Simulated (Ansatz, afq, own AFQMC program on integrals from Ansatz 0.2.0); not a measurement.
# BH3Cl (doublet): AFQMC on the coupled-cluster ladder at distance Cl1–H2 along a hydrogen transfer = 1.369 Å, cc-pVTZ

How near does AFQMC come to the top of the ladder for BH3Cl (doublet)?

Program: Ansatz 0.2.0, Gaussian basis, and an in-house AFQMC program (afq) on its integrals; all values are calculated. Level of theory: cc-pVTZ, frozen cores. These are calculated values, not measurements.

To be run: PBE (unrestricted); CCSD(T) on UHF; r2SCAN (unrestricted); PBE0 (unrestricted); B3LYP (unrestricted); wB97M-V (unrestricted); B2PLYP (unrestricted); Phaseless AFQMC, CISD trial on UHF.

### Step 1. The geometry

The geometry derives from fragments relaxed apart (PBE0/def2-TZVP) and kept rigid, so it is no stationary point. A hydrogen atom is moved between rigid fragments.

5 atoms, charge 0, spin multiplicity 2.

Atoms are counted from 1 here; the program's logs count them from 0.

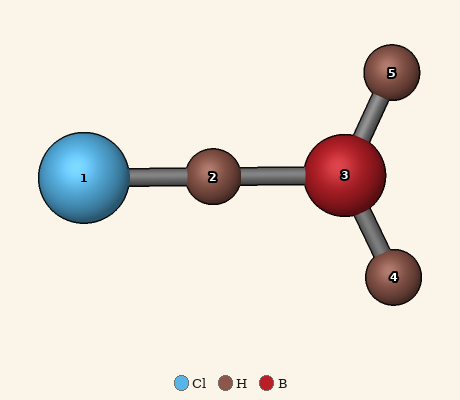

The geometry (chlorine blue, hydrogen brown, boron red); atoms are numbered from 1 in the order of the file.

Coordinates:

```xyz
5
BClH3
Cl   -0.7679    0.0000    0.0000
H     0.6011    0.0000    0.0000
B     1.9951    0.0000    0.0000
H     2.5042    0.0000    1.0770
H     2.5042    0.0000   -1.0770
```

### Step 2. PBE (unrestricted)

in.yaml

```yaml
crystal:
  periodic: [false, false, false]
  atoms:
    - {symbol: Cl, position_ang: [-0.767873, 0.000000, 0.000000]}
    - {symbol: H, position_ang: [0.601127, 0.000000, 0.000000]}
    - {symbol: B, position_ang: [1.995127, 0.000000, 0.000000]}
    - {symbol: H, position_ang: [2.504200, 0.000000, 1.077008]}
    - {symbol: H, position_ang: [2.504201, 0.000000, -1.077008]}
basis:
  gaussian: {orbitals: cc-pVTZ}
magnetization: {spin_polarized: true, initial_magnetization: 1}
hamiltonian: {xc: {name: PBE}}
output: {orbitals: {seedname: orbitals}}
```

The run is started by

```sh
$ ansatz run in.yaml --threads 1 --pin off --events-out ev --progress --plain --max-ram 5632MiB --backend cpu
```

Log:

```text
Functional definition: PBE
  name "PBE"
  cite "Perdew, Burke & Ernzerhof, Phys. Rev. Lett. 77, 3865 (1996) doi:10.1103/PhysRevLett.77.3865"
  parent pbe
  parameter kappa = 0.804
  parameter beta = 0.06672455060314922
  exchange = pbe_x(kappa = kappa, mu = beta*pi^2/3)
  correlation = pbe_c(beta = beta)
665 factors; their error is unknown
mean field evaluation 1: about -13237.7497 eV, gradient 1.3e1 eV
mean field evaluation 2: about -13237.7781 eV, gradient 1.3e1 eV
mean field evaluation 4: about -13239.0410 eV, gradient 1.1e0 eV
mean field evaluation 8: about -13239.0471 eV, gradient 1.7e-2 eV
mean field evaluation 16: about -13239.0264 eV, gradient 4.5e-5 eV
mean field -13239.02635132 eV, -486.5252446765 hartree, gradient 4.5e-5 eV, S^2 0.752682; 3 other end points of the search recorded, 0 dependent functions left out
reference -13239.02638694 eV, -486.5252459855 hartree; 13, 12 occupied and 93, 94 virtual orbitals, 665 factors
Total energy: -13239.02638694 eV, -486.5252459855 hartree
```

Run time: 3 s. Hardware: 1 thread of AMD EPYC 7R13 (Zen 3), shared host; peak memory 1.6 GiB.

From the report: ⟨S²⟩ of the determinant 0.753 (pure doublet: 0.75).

### Step 3. CCSD(T) on UHF

Changes to in.yaml since step 2:

```diff
@@ -11,3 +11,2 @@
 magnetization: {spin_polarized: true, initial_magnetization: 1}
-hamiltonian: {xc: {name: PBE}}
-output: {orbitals: {seedname: orbitals}}
+correlation: {method: ccsd_t, electrons: outside_noble_gas, hamiltonian_folder: ham}
```

The run is started by

```sh
$ ansatz run in.yaml --threads 1 --pin off --events-out ev --progress --plain --max-ram 16896MiB --backend cuda --devices 0, --max-vram 18GiB
```

Log, cut to the lines that bear on the results:

```text
Functional definition: HF
  name "HF"
  cite "Fock, Z. Phys. 61, 126 (1930) doi:10.1007/BF01340294"
  parent pbe
[...]
600 factors; integrals over basis functions are off by at most 1.3e-3 eV
[...]
mean field -13220.63622976 eV, -485.8494201748 hartree, gradient 4.1e-6 eV, S^2 0.771351; 1 other end points of the search recorded, 0 dependent functions left out
determinant -13220.63622976 eV, -485.8494201748 hartree, with singles and doubles -13229.89990506 eV, -486.1898539627 hartree
determinant -13218.64074453 eV, -485.7760874451 hartree, with singles and doubles -13228.13618517 eV, -486.1250384523 hartree
6 core orbitals not correlated: weight in the atoms' cores, before any rotation towards them, 1.000 or more for the frozen orbitals, at most 0.000 for the correlated occupied ones
reference -13220.63622976 eV, -485.8494201748 hartree; 7, 6 occupied and 93, 94 virtual orbitals, 600 factors
second order -8.13889188 eV of doubles, -0.00000000 eV of singles
cycle   1  -9.14963075 eV  change   -4.6e-1 eV  update   1.7e-2
[...]
cycle   9  -9.16285186 eV  change    2.0e-6 eV  update   6.4e-6
perturbative correction -0.31442113 eV, -0.0115547633 hartree
Total energy: -13230.11350275 eV, -486.1977035332 hartree
```

It took 3.1 s on 1 × NVIDIA H100 80GB HBM3 with 1 thread of AMD EPYC 7R13 (Zen 3), shared host; peak host memory 1.6 GiB.

From the report: ⟨S²⟩ of the determinant 0.771 (pure doublet: 0.75); correlation -9.4773 eV; T1 0.012; largest double amplitude 0.04.

This run also writes the integrals to the folder ham.

### Step 4. r2SCAN (unrestricted)

Changes to in.yaml since step 3:

```diff
@@ -11,2 +11,2 @@
 magnetization: {spin_polarized: true, initial_magnetization: 1}
-correlation: {method: ccsd_t, electrons: outside_noble_gas, hamiltonian_folder: ham}
+hamiltonian: {xc: {name: r2SCAN}}
```

The run is started by

```sh
$ ansatz run in.yaml --threads 1 --pin off --events-out ev --progress --plain --max-ram 5632MiB --backend cpu
```

Log:

```text
Functional definition: r2SCAN
  name "r2SCAN"
  cite "Furness, Kaplan, Ning, Perdew & Sun, J. Phys. Chem. Lett. 11, 8208 (2020) doi:10.1021/acs.jpclett.0c02405"
  cite "Furness, Kaplan, Ning, Perdew & Sun, J. Phys. Chem. Lett. 11, 9248 (2020) doi:10.1021/acs.jpclett.0c03077"
  parent r2scan
  parameter k0 = 0.174
  parameter k1 = 0.065
  parameter a1 = 4.9479
  exchange = r2scan_x(k0 = k0, k1 = k1, a1 = a1)
  correlation = r2scan_c
665 factors; their error is unknown
mean field evaluation 1: about -13243.3028 eV, gradient 1.1e1 eV
mean field evaluation 2: about -13243.5996 eV, gradient 9.4e0 eV
mean field evaluation 4: about -13244.1830 eV, gradient 8.8e-1 eV
mean field evaluation 8: about -13244.1876 eV, gradient 1.7e-2 eV
mean field evaluation 16: about -13244.1661 eV, gradient 6.0e-5 eV
mean field -13244.16613886 eV, -486.7141283848 hartree, gradient 6.0e-5 eV, S^2 0.755631; 0 other end points of the search recorded, 0 dependent functions left out
reference -13244.16615020 eV, -486.7141288017 hartree; 13, 12 occupied and 93, 94 virtual orbitals, 665 factors
Total energy: -13244.16615020 eV, -486.7141288017 hartree
```

Wall time 3.1 s (1 thread of AMD EPYC 7R13 (Zen 3), shared host); peak memory 1.6 GiB.

From the report: ⟨S²⟩ of the determinant 0.756 (pure doublet: 0.75).

### Step 5. PBE0 (unrestricted)

Changes to in.yaml since step 4:

```diff
@@ -11,2 +11,3 @@
 magnetization: {spin_polarized: true, initial_magnetization: 1}
-hamiltonian: {xc: {name: r2SCAN}}
+hamiltonian: {xc: {name: PBE0}}
+output: {orbitals: {seedname: orbitals}}
```

The command is unchanged.

Log:

```text
Functional definition: PBE0
  name "PBE0"
  cite "Adamo & Barone, J. Chem. Phys. 110, 6158 (1999) doi:10.1063/1.478522"
  cite "Perdew, Burke & Ernzerhof, Phys. Rev. Lett. 77, 3865 (1996) doi:10.1103/PhysRevLett.77.3865"
  parent pbe
  parameter a = 0.25
  parameter kappa = 0.804
  parameter beta = 0.06672455060314922
  exchange = (1 - a)*pbe_x(kappa = kappa, mu = beta*pi^2/3) + a*exact_x
  correlation = pbe_c(beta = beta)
691 factors; their error is unknown
mean field evaluation 1: about -13239.7280 eV, gradient 8.7e0 eV
mean field evaluation 2: about -13240.0797 eV, gradient 5.1e0 eV
mean field evaluation 4: about -13240.2173 eV, gradient 4.9e-1 eV
mean field evaluation 8: about -13240.2881 eV, gradient 2.4e-1 eV
mean field evaluation 16: about -13240.2882 eV, gradient 1.8e-5 eV
mean field -13240.28816491 eV, -486.5716154707 hartree, gradient 1.8e-5 eV, S^2 0.755062; 0 other end points of the search recorded, 0 dependent functions left out
reference -13240.28819162 eV, -486.5716164523 hartree; 13, 12 occupied and 93, 94 virtual orbitals, 691 factors
Total energy: -13240.28819162 eV, -486.5716164523 hartree
```

Run time: 1.8 s. Hardware: 1 thread of AMD EPYC 7R13 (Zen 3), shared host; peak memory 1.9 GiB.

From the report: ⟨S²⟩ of the determinant 0.755 (pure doublet: 0.75).

### Step 6. B3LYP (unrestricted)

Changes to in.yaml since step 5:

```diff
@@ -11,3 +11,2 @@
 magnetization: {spin_polarized: true, initial_magnetization: 1}
-hamiltonian: {xc: {name: PBE0}}
-output: {orbitals: {seedname: orbitals}}
+hamiltonian: {xc: {name: B3LYP}}
```

Same command.

Log, cut to the lines that bear on the results:

```text
Functional definition: B3LYP
  name "B3LYP"
  cite "Stephens, Devlin, Chabalowski & Frisch, J. Phys. Chem. 98, 11623 (1994) doi:10.1021/j100096a001"
  cite "Becke, Phys. Rev. A 38, 3098 (1988) doi:10.1103/PhysRevA.38.3098"
  cite "Lee, Yang & Parr, Phys. Rev. B 37, 785 (1988) doi:10.1103/PhysRevB.37.785"
  cite "Vosko, Wilk & Nusair, Can. J. Phys. 58, 1200 (1980) doi:10.1139/p80-159"
[...]
680 factors; their error is unknown
[...]
mean field -13246.31804456 eV, -486.7932094607 hartree, gradient 1.4e-5 eV, S^2 0.753888; 0 other end points of the search recorded, 0 dependent functions left out
reference -13246.31827107 eV, -486.7932177848 hartree; 13, 12 occupied and 93, 94 virtual orbitals, 680 factors
Total energy: -13246.31827107 eV, -486.7932177848 hartree
```

Wall time 1.7 s (1 thread of AMD EPYC 7R13 (Zen 3), shared host); peak memory 1.9 GiB.

From the report: ⟨S²⟩ of the determinant 0.754 (pure doublet: 0.75).

### Step 7. wB97M-V (unrestricted)

Changes to in.yaml since step 6:

```diff
@@ -11,2 +11,3 @@
 magnetization: {spin_polarized: true, initial_magnetization: 1}
-hamiltonian: {xc: {name: B3LYP}}
+hamiltonian: {xc: {name: wB97M-V}}
+output: {orbitals: {seedname: orbitals}}
```

Launched as before.

Log, cut to the lines that bear on the results:

```text
Functional definition: wB97M-V
  name "wB97M-V"
  cite "Mardirossian & Head-Gordon, J. Chem. Phys. 144, 214110 (2016) doi:10.1063/1.4952647"
  cite "Becke, J. Chem. Phys. 107, 8554 (1997) doi:10.1063/1.475007"
  cite "Vydrov & Van Voorhis, J. Chem. Phys. 133, 244103 (2010) doi:10.1063/1.3521275"
  # Of w^i u^j: cxij and so on, Table III.
[...]
  gx(w, u) = 1 - cx + cx01*u + cx10*w
  gss(w, u) = css00 + css04*u^4 + css10*w + css20*w^2 + css43*w^4*u^3
  gos(w, u) = cos00 + cos10*w + (cos20 + cos21*u)*w^2 + (cos60 + cos61*u)*w^6
[...]
      + integral(e_c_pw_mod_opposite_spin*gos(b97_w_opposite, b97_u_opposite)) + vv10(b, c)
668 factors; their error is unknown
142 factors; integrals over basis functions are off by at most 6.6e-5 eV
[...]
mean field -13244.02983555 eV, -486.7091193306 hartree, gradient 4.7e-5 eV, S^2 0.753125; 0 other end points of the search recorded, 0 dependent functions left out
reference -13244.02987451 eV, -486.7091207625 hartree; 13, 12 occupied and 93, 94 virtual orbitals, 668 factors
Total energy: -13244.02987451 eV, -486.7091207625 hartree
```

Wall time 4.8 s (1 thread of AMD EPYC 7R13 (Zen 3), shared host); peak memory 1.9 GiB.

From the report: ⟨S²⟩ of the determinant 0.753 (pure doublet: 0.75).

### Step 8. B2PLYP (unrestricted)

Changes to in.yaml since step 7:

```diff
@@ -11,3 +11,3 @@
 magnetization: {spin_polarized: true, initial_magnetization: 1}
-hamiltonian: {xc: {name: wB97M-V}}
-output: {orbitals: {seedname: orbitals}}
+hamiltonian: {xc: {name: B2PLYP}}
+correlation: {electrons: outside_noble_gas}
```

The command is unchanged.

Log, cut to the lines that bear on the results:

```text
Functional definition: B2PLYP
  name "B2PLYP"
  cite "Grimme, J. Chem. Phys. 124, 034108 (2006) doi:10.1063/1.2148954"
  cite "Becke, Phys. Rev. A 38, 3098 (1988) doi:10.1103/PhysRevA.38.3098"
  cite "Lee, Yang & Parr, Phys. Rev. B 37, 785 (1988) doi:10.1103/PhysRevB.37.785"
[...]
600 factors; integrals over basis functions are off by at most 1.3e-3 eV
[...]
mean field -13238.45347238 eV, -486.5041917641 hartree, gradient 6.9e-6 eV, S^2 0.759263; 0 other end points of the search recorded, 0 dependent functions left out
6 core orbitals not correlated: weight in the atoms' cores, before any rotation towards them, 1.000 or more for the frozen orbitals, at most 0.000 for the correlated occupied ones
reference -13238.45361599 eV, -486.5041970413 hartree; 7, 6 occupied and 93, 94 virtual orbitals, 600 factors
second order -9.92562727 eV of doubles, -0.00000000 eV of singles
Total energy: -13241.13353535 eV, -486.6026822614 hartree
```

Wall time 2.2 s (1 thread of AMD EPYC 7R13 (Zen 3), shared host); peak memory 1.9 GiB.

From the report: ⟨S²⟩ of the determinant 0.759 (pure doublet: 0.75).

### Step 9. Phaseless AFQMC, CISD trial on UHF

It reads the integrals that the CCSD(T) run on this determinant wrote.

The run is started by

```sh
$ afq ham --method phaseless --trial cisd --walkers 900 --populations 20 --least-time 60 --time-step 0.005 --steps-per-block 50 --equilibration-blocks 28 --max-blocks 4000 --target-error 0.00021 --factor-cut 1e-05 --start spin_pure --seed 444 --release-times 0.24,0.51,0.99,1.62,2.4 --release-step 0.03 --release-every 3 --taylor-order 6
```

Log:

```text
orbitals 100  electrons 7 6  factors 594 of 600
reference energy -485.84942017 Eh
CCSD correlation -0.33672859 Eh in 11 cycles, weight of the determinant in the CISD state 0.8719
energy of the start -486.185048 Eh
 block  time / (1/Eh)  mean weight  energy / Eh
     1     0.250  1.0000  -486.180859
     2     0.500  0.9990  -486.185096
     3     0.750  1.0000  -486.190076
     4     1.000  1.0000  -486.191747
     5     1.250  0.9990  -486.195501
     6     1.500  0.9999  -486.195750
     7     1.750  0.9998  -486.196698
     8     2.000  1.0004  -486.196696
     9     2.250  0.9988  -486.197436
    10     2.500  1.0002  -486.198287
    13     3.250  0.9991  -486.198767
    17     4.250  0.9997  -486.199291
    21     5.250  1.0000  -486.199904
    25     6.250  0.9996  -486.199592
    29     7.250  0.9992  -486.200794
    33     8.250  1.0011  -486.200224
    37     9.250  0.9994  -486.200001
    41    10.250  1.0003  -486.198295
    45    11.250  0.9998  -486.198916
    49    12.250  1.0004  -486.200461
    53    13.250  0.9998  -486.197809
    57    14.250  0.9996  -486.201174
    61    15.250  1.0008  -486.199080
    65    16.250  1.0001  -486.200679
    69    17.250  1.0010  -486.199637
    73    18.250  1.0008  -486.199615
    77    19.250  1.0003  -486.201153
    81    20.250  0.9997  -486.199434
    85    21.250  0.9998  -486.198394
    89    22.250  1.0002  -486.197104
    93    23.250  0.9997  -486.198601
    97    24.250  0.9992  -486.200285
   101    25.250  1.0008  -486.198365
   105    26.250  1.0001  -486.199321
   109    27.250  0.9996  -486.199070
   113    28.250  0.9998  -486.198286
   117    29.250  1.0004  -486.198175
   121    30.250  0.9995  -486.197946
   125    31.250  1.0006  -486.198249
   129    32.250  1.0003  -486.198541
   133    33.250  1.0003  -486.198972
   137    34.250  0.9996  -486.198495
   141    35.250  1.0002  -486.198262
   145    36.250  0.9999  -486.198802
   149    37.250  1.0001  -486.198074
   153    38.250  1.0003  -486.198419
   157    39.250  1.0001  -486.199121
   161    40.250  1.0005  -486.199913
   165    41.250  1.0001  -486.200088
   169    42.250  1.0001  -486.198932
   173    43.250  0.9996  -486.198688
   177    44.250  1.0000  -486.200533
error from the spread of 20 populations
released: time / (1/Eh)  energy / Eh  error  mean overlap
  0.24  -486.199156  0.000163  0.9989
  0.51  -486.199215  0.000135  0.9945
  0.99  -486.199271  0.000147  0.9907
  1.62  -486.199323  0.000162  0.9846
  2.40  -486.199391  0.000323  0.9723
energy -486.199143 +/- 0.000204 Eh
```

Wall time 2.5 min (1 × NVIDIA H100 80GB HBM3 with 2 threads of AMD EPYC 7R13 (Zen 3), shared host); peak host memory 1.9 GiB.

Energy -13230.1527 ± 0.0055 eV. Caveats: constraint bias not in the error.

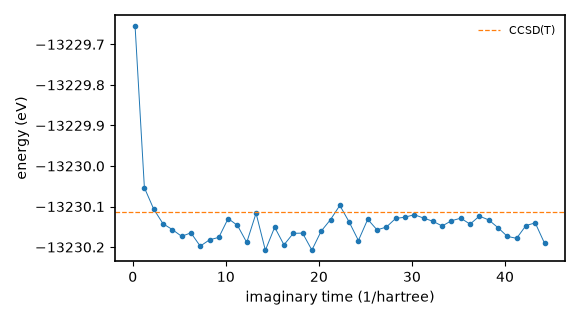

Block energies along the walk.

### Step 10. AFQMC on the ladder

On the UHF determinant, counted from CCSD(T) (a yardstick, not exact):

| level | energy (eV) | from CCSD(T) (meV) | statistical error (meV) | time |
| --- | --- | --- | --- | --- |
| HF | -13220.6362 | +9477.3 |  |  |
| MP2 | -13228.7751 | +1338.4 |  |  |
| CCSD | -13229.7991 | +314.4 |  |  |
| CCSD(T) | -13230.1135 | 0.0 |  |  |
| Phaseless AFQMC, CISD trial, step 0.005, 900 walkers | -13230.1527 | -39.2 | 5.5 | 2.5 min |

The functionals' totals stand on their own zeros and serve differences with other points: PBE -13239.026 eV; r2SCAN -13244.166 eV; PBE0 -13240.288 eV; B3LYP -13246.318 eV; wB97M-V -13244.030 eV; B2PLYP -13241.134 eV.

### Step 11. Outcome

| quantity | value |
| --- | --- |
| Phaseless AFQMC, CISD trial on UHF from CCSD(T) | -39.2 ± 5.5 meV |

In words: On UHF the phaseless walk with the CISD trial lies -39.2 meV from CCSD(T), 7 times its error bar. Error bars are statistical and leave out the constraint, the time step and what remains of the start.
